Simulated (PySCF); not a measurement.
**C₄H₆FNSi: electronic excitations**

What electronic excitations should C₄H₆FNSi (`N#CC1(F)C[SiH2]C1`) show?

Programs: PySCF 2.14.0, with density-fitted response routines of our own. Each step states its level of theory. These are calculated values for one molecule in the gas phase, unless marked as measured. Atoms count from 0, in the outputs and in this text.

### 1 The starting structure

13 atoms, charge 0, multiplicity 1; geometry from: GFN2-xTB.

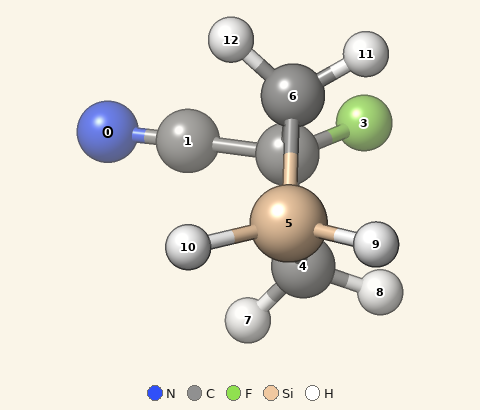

The starting geometry (nitrogen blue, carbon grey, fluorine green, silicon light orange, hydrogen white), atoms numbered.

### 2 TDDFT and polarisability: wB97X-D/def2-SVPD

The job: settings as JSON, then the geometry in Å.

```
{"job": {"kind": "uv", "xc": "wB97X-D", "basis": "def2-SVPD", "nstates": 8, "ntriplets": 3}, "charge": 0, "multiplicity": 1}
N      2.483632     1.177328     1.197134
C      1.774733     0.588530     0.521084
C      0.831854    -0.137356    -0.302652
F      1.529269    -0.810848    -1.294781
C     -0.248114     0.797765    -0.885713
Si    -1.566394     0.043958     0.282318
C     -0.042976    -1.089027     0.539915
H      0.001782     1.852853    -0.799129
H     -0.388748     0.576149    -1.941949
H     -2.723795    -0.568438    -0.359370
H     -1.892955     0.878744     1.433306
H     -0.102132    -2.057541     0.046896
H      0.339455    -1.251631     1.545212
```

Level: TDDFT wB97X-D/def2-SVPD, vertical, gas phase, core orbitals frozen in the response.

Run with:

```bash
$ OMP_NUM_THREADS=1 python probes_run.py task.json out
```

This one command runs all jobs of the session in turn.

The log of the run:

```text
coarse grid: 11840 points
cycle   1  E = -599.4639545772  dE =  1.035e+00  |g| = 7.140e-01  |ddm| = 4.980e+00
cycle   2  E = -599.3743938320  dE =  8.956e-02  |g| = 1.027e+00  |ddm| = 1.809e+00
cycle   3  E = -599.5767127247  dE = -2.023e-01  |g| = 1.060e-01  |ddm| = 1.144e+00
cycle   4  E = -599.5788049847  dE = -2.092e-03  |g| = 5.313e-02  |ddm| = 2.129e-01
cycle   5  E = -599.5793762388  dE = -5.713e-04  |g| = 1.238e-02  |ddm| = 8.783e-02
cycle   6  E = -599.5794056212  dE = -2.938e-05  |g| = 3.320e-03  |ddm| = 2.119e-02
cycle   7  E = -599.5794084217  dE = -2.800e-06  |g| = 6.066e-04  |ddm| = 8.192e-03
final grid: 111592 points
cycle   8  E = -599.6629545807  dE = -9.267e-05  |g| = 8.170e-03  |ddm| = 1.705e-01
cycle   9  E = -599.6629498431  dE =  4.738e-06  |g| = 1.015e-02  |ddm| = 2.388e-02
cycle  10  E = -599.6629676651  dE = -1.782e-05  |g| = 1.165e-03  |ddm| = 9.502e-03
cycle  11  E = -599.6629678742  dE = -2.092e-07  |g| = 7.512e-04  |ddm| = 2.182e-03
cycle  12  E = -599.6629680013  dE = -1.271e-07  |g| = 1.323e-04  |ddm| = 1.417e-03
cycle  13  E = -599.6629680062  dE = -4.865e-09  |g| = 3.353e-05  |ddm| = 3.320e-04
cycle  14  E = -599.6629680068  dE = -5.680e-10  |g| = 9.627e-06  |ddm| = 1.319e-04
converged SCF energy = -599.6629680068

Static polarisability (au): isotropic 73.379, principal 65.074 68.822 86.241

Singlet excitations
state   eV       nm        f      main configurations
  1   7.2026    172.1   0.00018   H-2->L+1 0.70, H->L+1 0.12
  2   7.6085    163.0   0.00373   H->L+1 0.66, H-1->L 0.17, H-2->L+1 0.09
  3   7.7142    160.7   0.13603   H->L 0.91
  4   7.7173    160.7   0.01322   H-1->L 0.69, H->L+1 0.17
  5   7.8388    158.2   0.01803   H-1->L+1 0.78
  6   8.0301    154.4   0.00060   H-3->L+1 0.27, H-2->L 0.18, H-2->L+4 0.14
  7   8.1762    151.6   0.02995   H->L+2 0.68, H->L+3 0.19
  8   8.3499    148.5   0.00479   H-3->L 0.31, H-3->L+4 0.26, H-4->L+4 0.20

Triplet excitations (Tamm-Dancoff, eV): 6.3884 6.7414 6.7948
```

Run time: 62 s. Hardware: 1 thread of Arm Neoverse N1, shared host; peak memory 0.83 GiB.

The orbitals next to the gap, with their largest atomic shares:

| orbital | eV | atoms |
| --- | --- | --- |
| HOMO−3 | -12.04 | N0 26 %, C1 21 %, Si5 13 % |
| HOMO−2 | -11.41 | N0 29 %, C1 19 %, C2 14 % |
| HOMO−1 | -11.18 | Si5 20 %, C4 16 %, C6 16 % |
| HOMO | -10.82 | C6 27 %, C4 27 %, Si5 24 % |
| LUMO | 1.26 | Si5 35 %, H9 12 %, C4 10 % |
| LUMO+1 | 1.39 | N0 24 %, C1 20 %, C2 13 % |
| LUMO+2 | 1.91 | Si5 35 %, C1 10 %, H10 9 % |

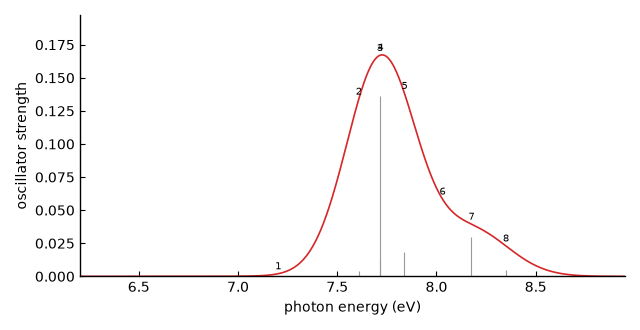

Absorption spectrum from the 8 singlet states computed; above the last one it falls off for lack of states. Lines are broadened to a width of 0.40 eV (Gaussian).

Further results of this job:

| property | computed |
| --- | --- |
| dipole moment (D) | 4.19 |
| polarisability (Å³) | 10.87 |
| HOMO–LUMO gap (eV) | 12.08 |
| −ε(HOMO) (eV) | 10.82 |

### 3 Summary of results

```
                                quantity                        value
      lowest singlet (wB97X-D/def2-SVPD)  7.20 eV (172 nm), f = 0.000
brightest single state of those computed  state 3, 7.71 eV, f = 0.136
                          lowest triplet                      6.39 eV
```

The first singlet state (HOMO−2→LUMO+1 0.70, HOMO→LUMO+1 0.12) lies at 7.20 eV and is dark; of the 8 states computed, the strongest absorption comes from state 3 at 7.71 eV. The lowest triplet lies 0.81 eV below the lowest singlet (triplets in Tamm-Dancoff, singlets in full TDDFT).
